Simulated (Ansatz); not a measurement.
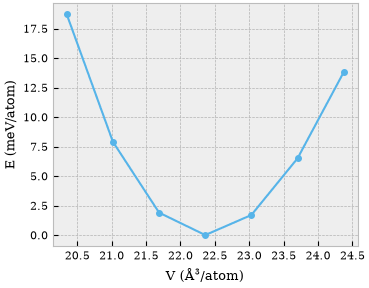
Figure: SiS$_{2}$ in space group I-42d (No. 122; Si on 4a, S on 8d) under volume change, the program Ansatz at the r²SCAN level (PAW), shape and atoms relaxed at each volume.

What does a third-order Birch–Murnaghan fit give for V₀, B₀ and B′?

V₀ = 22.36 Å³/atom, B₀ = 28.4 GPa, B′ = 4.1.

The first step of the workflow began from a Materials Project structure, measured or hypothetical; the Crystallography Open Database files this formula in space group No. 122, but the cells were not matched. Its standing as an ambient phase is unchecked. The r²SCAN relaxation kept the symmetry of its start; whether a distortion lowers the energy is not shown.

Potentials: the later of the program's two PAW sets.
